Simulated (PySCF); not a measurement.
## A study: C₅H₁₀, SMILES `CC=C(C)C`

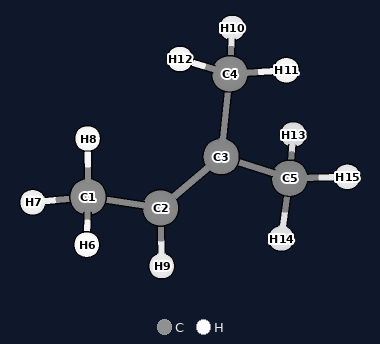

The molecule, with its atoms numbered as below. No frequency check shows the geometry to be a minimum.

Coordinates in Å:

```
C1      -2.1023   -0.0637   -0.0001
C2      -0.7336   -0.6642   -0.0003
C3       0.4396   -0.0441    0.0001
C4       0.6409    1.4423    0.0006
C5       1.7254   -0.8214    0.0002
H6      -2.6526   -0.3989    0.8805
H7      -2.6532   -0.4001   -0.8780
H8      -2.0835    1.0216   -0.0008
H9      -0.7379   -1.7481   -0.0006
H10      1.2124    1.7375   -0.8810
H11      1.2130    1.7387    0.8781
H12     -0.2958    1.9895   -0.0010
H13      2.3181   -0.5711   -0.8797
H14      1.5407   -1.8924    0.0003
H15      2.3186   -0.5700    0.8791
```

## 1. Excited states

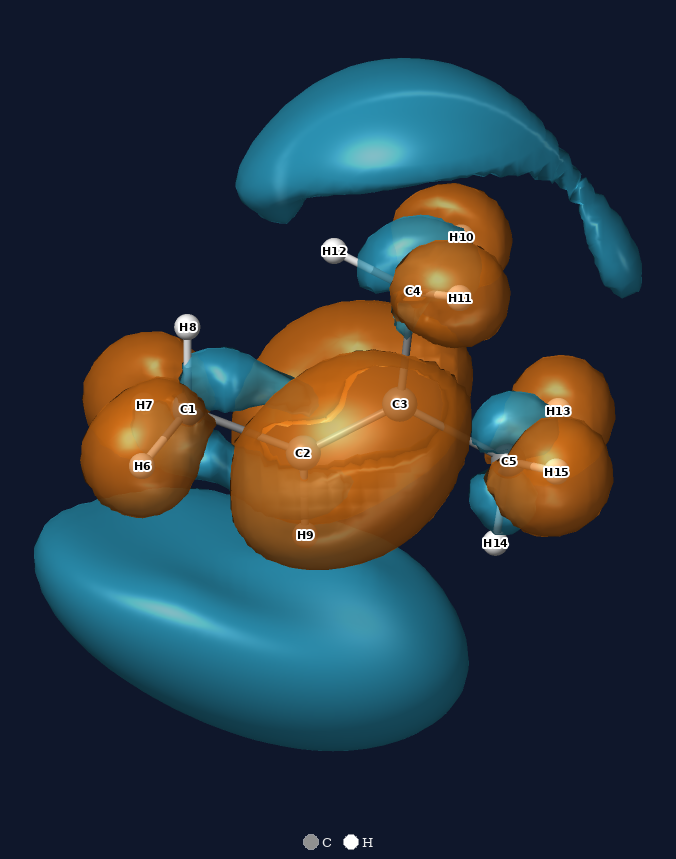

Unrelaxed difference density of S₃ less the ground state (TDA singlet states), ±0.005 e/Å³; light blue: gain, orange: loss.

Method: B3LYP/6-311+G**; geometry: GFN2-xTB; program: PySCF.

Question: How does the charge move on excitation?

Answer: 0.90 e is displaced in all, largely into diffuse regions outside the molecule. The state: 6.37 eV (195 nm), f = 0.006, diffuse (Rydberg-like) orbital; the leading pair carries 100 %; hole on C2 (35 %), C3 (31 %) and C1 (6 %), electron on H9 (17 %), C4 (12 %) and C2 (10 %) (atom shares of so diffuse an orbital are rough); their centroids lie 0.1 Å apart; S₂ lies within 0.1 eV of it.

## 2. Removing or adding an electron

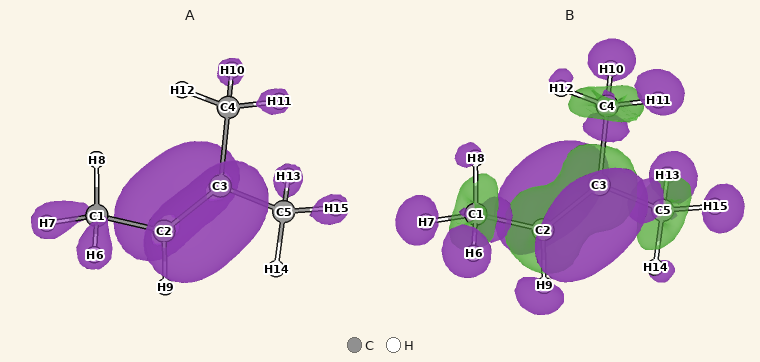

The Fukui function f⁻ from two separate SCF calculations and the density of the HOMO, at ±0.03 e/Å³ (purple positive, green negative).

PySCF calculation, HF/6-311+G**, gas phase; geometry: GFN2-xTB.

Question: Which panel is which, and how good is the frozen-orbital picture?

Answer: B is f⁻ (it has negative regions), A the HOMO density. The HOMO lies on C2 (36 %), C3 (32 %) and C1 (6 %); f⁻ (Hirshfeld-condensed) is largest on C2 (0.23) and C3 (0.20); the vertical ionisation energy is 7.53 eV (the stability of the cation's solution wasn't checked). Relaxation shifts 26 % of the electron between atoms. The orbital energy is −9.03 eV.

## 3. Localised orbitals

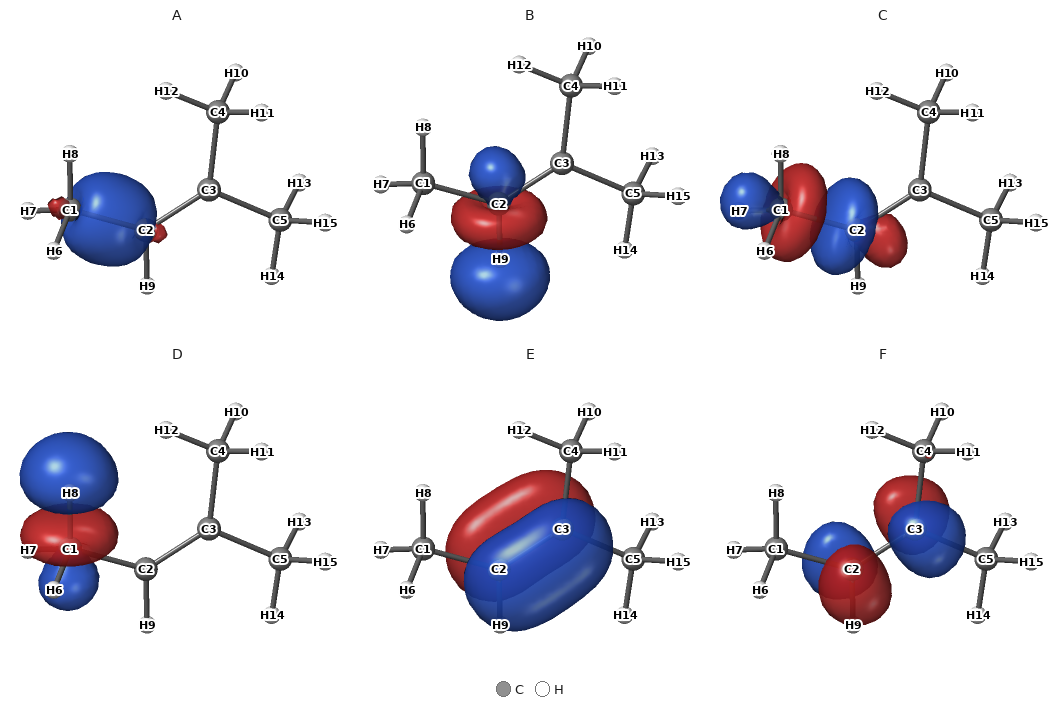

Intrinsic bond orbitals (IBO), occupied and valence-virtual; each surface holds about 80 % of the orbital's density. Energies are diagonal elements of the Fock matrix.

Computed with PySCF, HF/6-311G**, geometry: GFN2-xTB.

Question: Name the orbitals, with their atomic make-up and energies.

Answer: By panel:
- A: σ bond C2–C1 (C2 50 %, C1 50 %; −19.7 eV)
- B: σ* orbital H9–C2 (H9 56 %, C2 44 %; 17.1 eV)
- C: σ* orbital C1–C2 (C1 50 %, C2 50 %; 18.5 eV)
- D: σ* orbital H8–C1 (H8 56 %, C1 44 %; 16.6 eV)
- E: π bond C2–C3 (C2 51 %, C3 47 %; −10.0 eV)
- F: π* orbital C3–C2 (C3 50 %, C2 46 %; 8.6 eV)

## 4. Stretching a bond

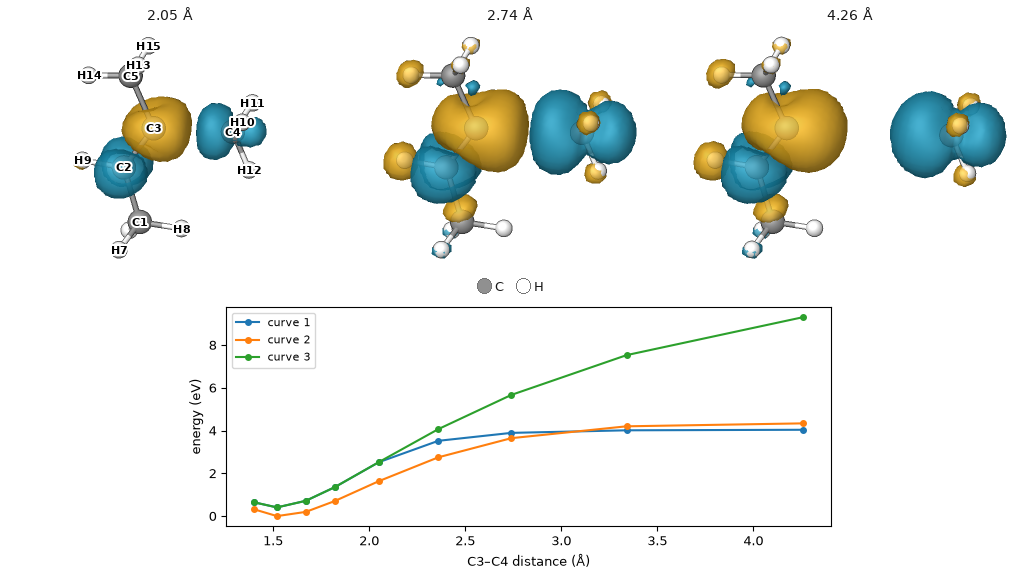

Rigid stretch of the C3–C4 bond. Broken-symmetry UHF spin density at ±0.03 e/Å³ (yellow: α, teal: β). Below: energies along the scan, from the lowest point of the three curves.

Level of theory: 6-31G* basis (PySCF), at a geometry from GFN2-xTB.

UHF's ⟨S²⟩ passes 1 along the scan (up to 1.24), so it also polarises electrons outside the stretched bond; its energy lowering isn't due to that bond alone.

Question: How does the broken-symmetry solution share the spin, and how far is it from a pure singlet?

Answer: At 4.26 Å excess α spin lies mostly on C3 and excess β on C4; the two could be swapped at no cost. ⟨S²⟩ is 0.09 at 2.05 Å, 1.09 at 2.74 Å and 1.24 at 4.26 Å, against 0 for a pure singlet and 1 for an equal mix of singlet and triplet.

Question: Which curve is which method?

Answer: Curve 1 is UHF. Curve 2 is CASSCF(2,2). Curve 3 is RHF. RHF rises too steeply because it keeps both electrons in one orbital and so mixes in ionic fragments.

Question: Where does the UHF solution part from RHF?

Answer: Between 1.82 Å (⟨S²⟩ = 0, the two coincide) and 2.05 Å (⟨S²⟩ = 0.09); at 4.26 Å ⟨S²⟩ is 1.24 and UHF lies 5.3 eV below RHF.

Question: How much energy does the stretch cost?

Answer: By CASSCF, 4.3 eV from the lowest point of the scan (1.52 Å) to 4.26 Å; RHF gives 8.9 eV from its own lowest point. The fragments aren't relaxed and dynamic correlation is missing, so this isn't a bond dissociation energy.

The PySCF runs shown took 8.2 min, 24 s, 5.2 s and 5.2 min on 1 thread of Intel(R) Xeon(R) Processor @ 2.50GHz (Skylake/Cascade Lake), with other jobs on the host.
